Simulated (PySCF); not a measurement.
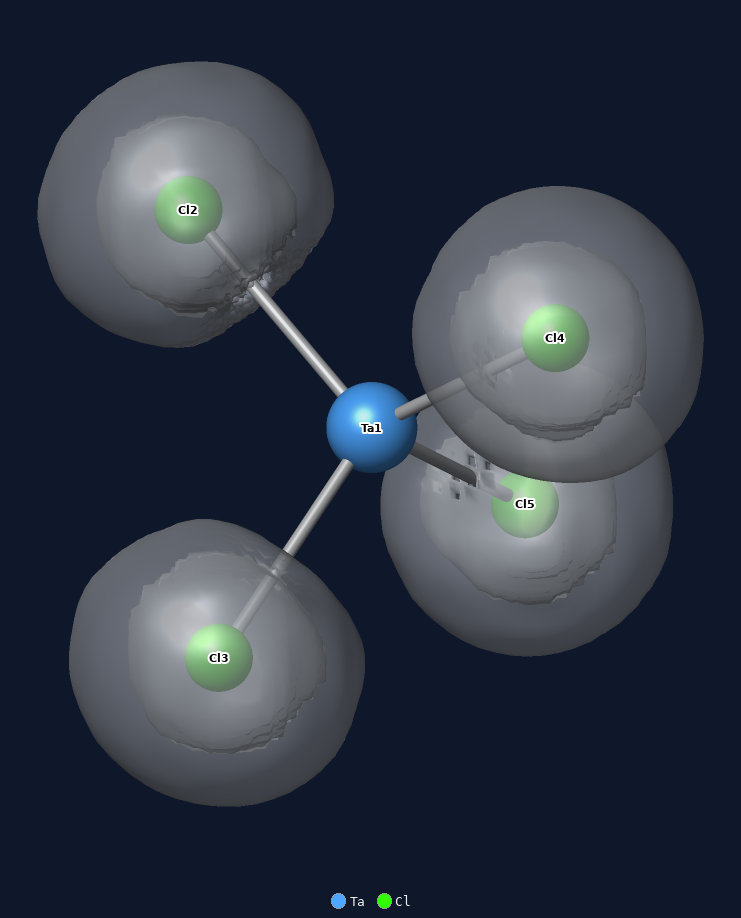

Cl₄Ta (charge +1). Isosurface of the electron localisation function at 0.8 (grey), seen at a tilt. Only the valence region is drawn (cores and ρ < 0.01 e/Å³ removed).

Core potentials replace the inner electrons of Ta.

Computed with PySCF 2.14.0, RKS PBE0, Ta def2-SVP with ECP60, Cl def2-SVP; non-relativistic Hamiltonian with scalar-relativistic core potentials where named; density fitting.

Input file:

```
mol = gto.M(atom='''
Ta    -0.00000     0.00000    -0.00000
Cl     1.28174     1.28174     1.28174
Cl    -1.28174    -1.28174     1.28174
Cl     1.28174    -1.28174    -1.28174
Cl    -1.28174     1.28174    -1.28174''',
    basis={'Ta': 'def2-SVP', 'Cl': 'def2-SVP'},
    ecp={'Ta': 'def2-SVP'},
    charge=1, spin=0)
mf = dft.RKS(mol, xc='PBE0')
mf.grids.atom_grid = (75, 302)  # f atoms: at least (60, 302), unpruned
mf = mf.density_fit()  # Ta def2-universal-JKFIT, Cl def2-universal-JKFIT
mf.conv_tol = 1e-09; mf.max_cycle = 55
mf.kernel(dm0)
```

Launched as:

```sh
OMP_NUM_THREADS=2 python run.py
```

**What do the ELF domains correspond to?**

The ELF exceeds this value in four regions wrapped around Cl (the valence shell of each).

Values along the shortest contacts:
Ta–Cl (2.22 Å): the ELF peaks at about 0.80 in the valence shell of Cl, 0.8 Å from its nucleus, and is about 0.40 at the midpoint.
